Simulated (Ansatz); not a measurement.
Input file:

```
crystal:
  periodic: [false, false, false]
  atoms:
    - symbol: B
      position_ang: [2.663672, 0.670789, 1.134238]
    - symbol: F
      position_ang: [1.975649, 1.451929, 1.969736]
    - symbol: F
      position_ang: [2.650712, -2.719916, -0.366878]
    - symbol: N
      position_ang: [1.943866, -0.130252, 0.212059]
    - symbol: Si
      position_ang: [0.162445, -0.079211, 0.264210]
    - symbol: Si
      position_ang: [2.793000, -1.187738, -0.885040]
    - symbol: H
      position_ang: [3.869470, 0.684314, 1.197357]
    - symbol: H
      position_ang: [-0.311778, -1.032890, -0.779337]
    - symbol: H
      position_ang: [-0.332179, -0.508676, 1.600582]
    - symbol: H
      position_ang: [-0.325861, 1.292731, -0.047992]
    - symbol: H
      position_ang: [2.163146, -1.132310, -2.228299]
    - symbol: H
      position_ang: [4.231421, -0.830235, -0.897977]
basis:
  gaussian:
    orbitals: def2-SVPD
magnetization:
  spin_polarized: false
hamiltonian:
  xc: pbe0
output:
  forces: true
  orbitals: {seedname: orbitals}
```

Command:

```sh
ansatz run input.yaml --threads 2 --pin off --max-ram 5220MiB --events-out events.jsonl --progress --plain --runs-dir runs
```

Geometry: PBE0-D4/def2-SVP.

Computed with Ansatz 0.2.0, isolated molecule in a Gaussian basis; Kohn-Sham density functional theory, functional PBE0.

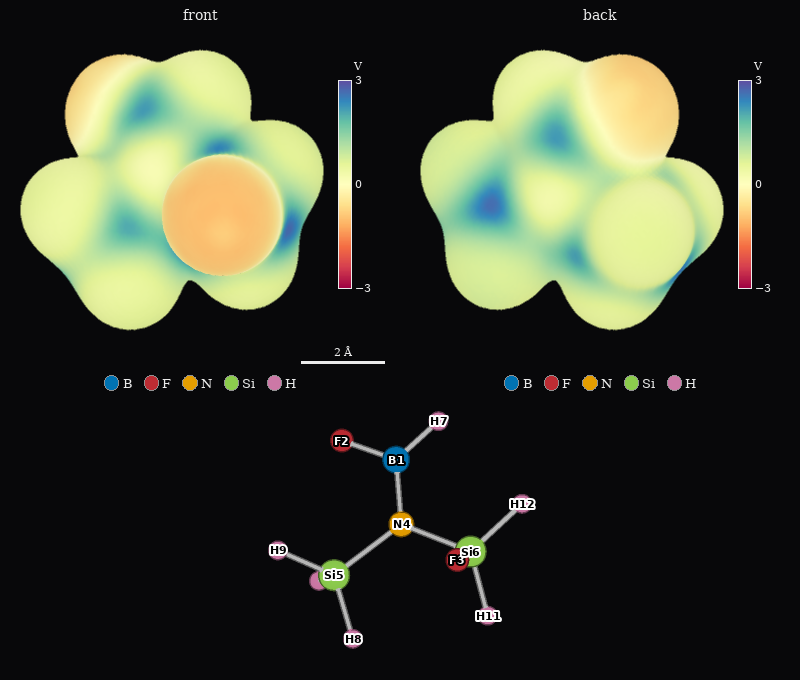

BF2H6NSi2 (SMILES FBN([SiH3])[SiH2]F). The molecular electrostatic potential painted on the density surface at 0.004 e/bohr³, seen from the front and from behind; the colour scale runs from red (negative) to blue (positive). The bare structure is drawn below in the same view.

> Describe the electrostatic potential map.

The most negative region (about −1.0 V, or −23 kcal/mol for a unit charge) lies over F3, the most positive (about +2.5 V, or +58 kcal/mol for a unit charge) over Si5 and Si6.
